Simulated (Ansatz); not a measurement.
# BH$_{4}$NOTe: what the fields show

The calculation's input:

```
crystal:
  periodic: [false, false, false]
  atoms:
    - { symbol: "N", position_ang: [-0.174, 1.3113, 0.0016] }
    - { symbol: B, position_ang: [0.3165, -0.0658, 0.0433] }
    - { symbol: O, position_ang: [1.7046, -0.31, -0.216] }
    - { symbol: Te, position_ang: [-0.9632, -1.7458, 0.4752] }
    - { symbol: H, position_ang: [-0.9795, 1.3579, -0.7453] }
    - { symbol: H, position_ang: [-0.6706, 1.5627, 0.9125] }
    - { symbol: H, position_ang: [2.186, -0.255, 0.6962] }
    - { symbol: H, position_ang: [-1.3277, -1.9124, -1.2233] }
basis:
  gaussian: { orbitals: def2-SVP }
hamiltonian:
  xc: lda
relax:
  f_tol: 0.015
  max_steps: 40
output:
  orbitals: {}
```

Run with:

```sh
ansatz run input.yaml --threads 1 --pin off --max-ram 2048MiB --backend cpu --events-out ev --progress --plain --runs-dir out
```

The fields are those of the relaxed geometry.

Core potentials replace the inner electrons of Te.

Computed with Ansatz 0.2.0, RKS LDA/def2-SVP.

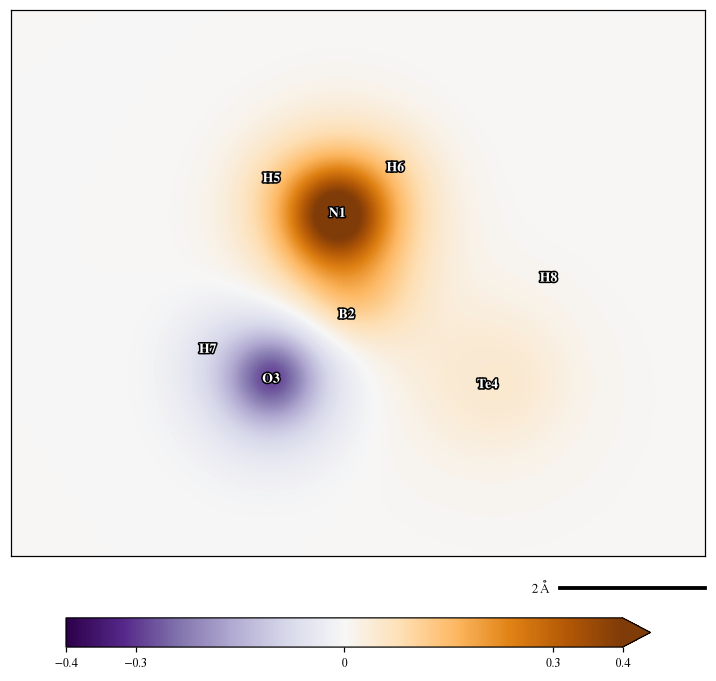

Figure 1. The HOMO−1 on a plane 0.8 Å above the molecular plane (values in Å⁻³ᐟ²; the overall sign is arbitrary).

Q: Where does this orbital lie, and at what energy?

A: Its weight (Hirshfeld) is mainly on N1 (about 55 %), O3 (about 25 %) and B2 (about 10 %); it changes sign across the molecular plane (π type); π-antibonding (a node) across B2–O3. Its energy is −6.69 eV.

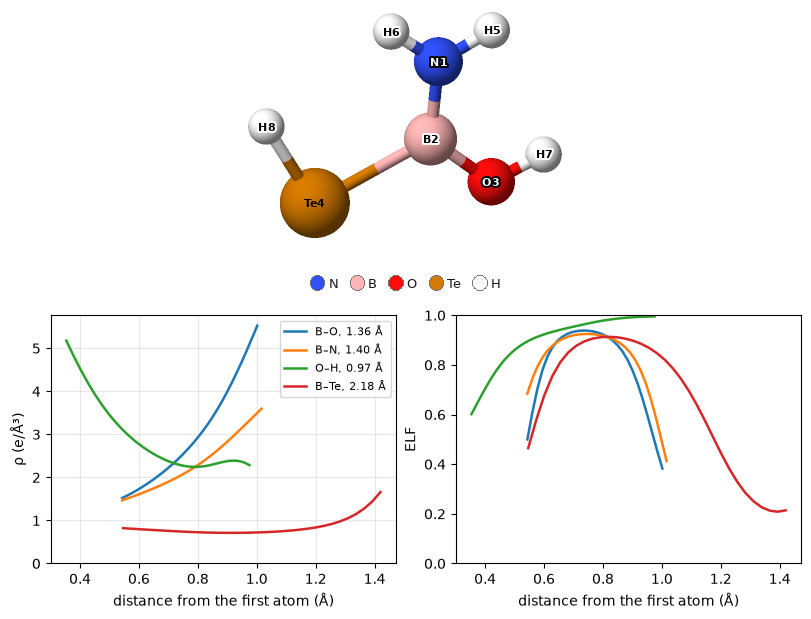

Figure 2. Electron density and ELF along straight lines between neighbouring atoms. The curves leave out the atomic cores. The structure is drawn too.

Q: What kind of bonding do the profiles show?

A: B–O (1.36 Å): the density is about 2.1 e/Å³ at the midpoint; the ELF peaks at about 0.95 between the atoms: a shared but strongly polarised pair.
B–N (1.40 Å): ρ at the midpoint is about 1.9 e/Å³; the ELF peaks at about 0.90 between the atoms (a polar covalent bond).
O–H (0.97 Å): ρ is about 3.6 e/Å³ halfway; the ELF climbs to about 1 towards the hydrogen, as it does in any bond to H; a covalent bond by its length.
B–Te (2.18 Å): ρ at the midpoint is about 0.75 e/Å³; the ELF peaks at about 0.90 between the atoms; localised, covalent bonding.

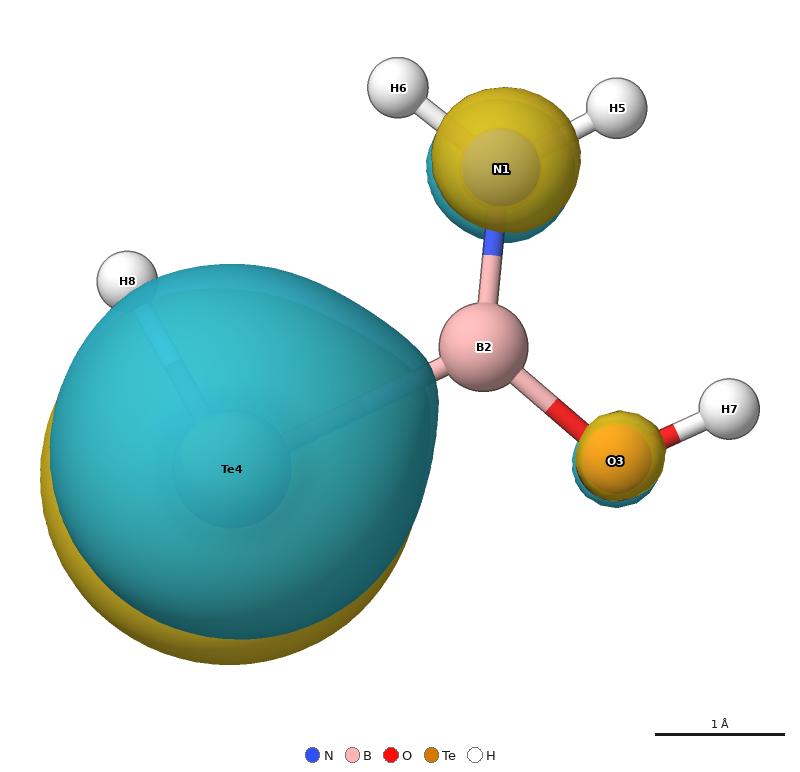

Figure 3. The HOMO at ±0.1 Å⁻³ᐟ² (yellow and cyan are the two phases), seen across its widest extent.

Q: Describe this orbital and give its energy.

A: Its weight (Hirshfeld) is mainly on Te4 (about 85 %); it changes sign across the molecular plane (π type). Its energy is −4.92 eV.
